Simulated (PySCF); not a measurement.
## Electronic structure of CH7Cl2Ge2N (SMILES Cl[CH](Cl)[GeH2][NH][GeH3]) in real space

```csv
atom,x (Å),y (Å),z (Å)
Cl,1.9783,1.6640,-0.9449
C,1.7500,0.6773,0.5035
Cl,0.6002,1.4499,1.5991
Ge,0.9372,-1.0651,-0.0706
N,-0.6743,-0.7358,-0.7970
Ge,-2.0116,0.2572,-0.0286
H,2.7064,0.6336,1.0181
H,1.8032,-1.7236,-1.1053
H,0.7477,-1.8844,1.1740
H,-0.6880,-0.7074,-1.8058
H,-2.0779,-0.1396,1.4046
H,-3.2520,-0.1597,-0.7642
H,-1.8237,1.7342,-0.2005
```

Geometry: GFN2-xTB.

Method: wB97X-D/def2-SVPD, SCF density, gas phase (PySCF 2.14.0).

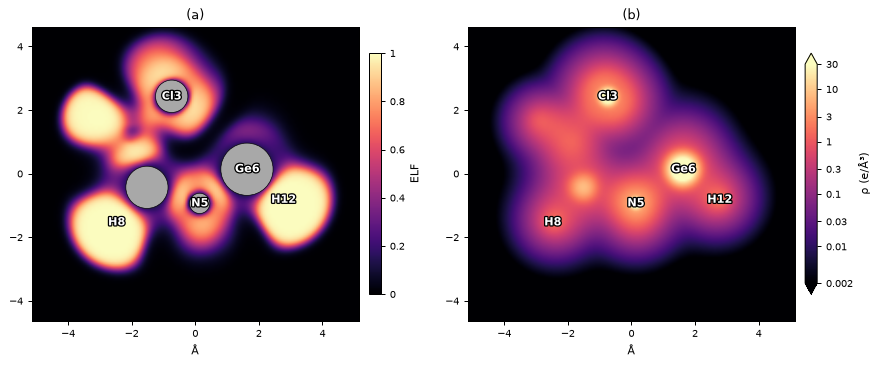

Figure 1. (a) ELF; (b) electron density on the plane of atoms N5, Ge6 and H12. Grey discs cover the atomic cores in the ELF map.

> What do the fields say about this system?

- The section cuts through Cl, N, Ge and H sites.
- Ge–H (1.50 Å): ρ is about 1.1 e/Å³ halfway; the ELF climbs to about 1 towards the hydrogen.
- The ELF also peaks beside Cl3, away from the bonds: lone-pair regions.

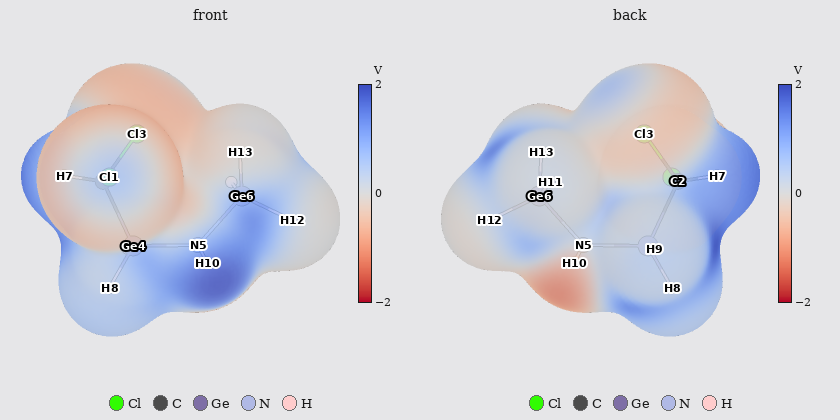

Figure 2. The electrostatic potential painted on the density surface at 0.002 e/bohr³, seen from the front and from behind; the colour scale runs from red (negative) to blue (positive).

> Where is the surface potential most negative and most positive?

The most negative region (about −0.9 V, or −21 kcal/mol for a unit charge) lies over N5, the most positive (about +1.7 V, or +39 kcal/mol for a unit charge) over Ge4 and H10. Cl1 shows a σ-hole: about +0.5 V, or +12 kcal/mol for a unit charge at the tip opposite its bond, against about −0.4 V, or −9 kcal/mol for a unit charge on its flanks. Cl3 shows a σ-hole: about +0.6 V, or +14 kcal/mol for a unit charge at the tip opposite its bond, against about −0.4 V, or −9 kcal/mol for a unit charge on its flanks.
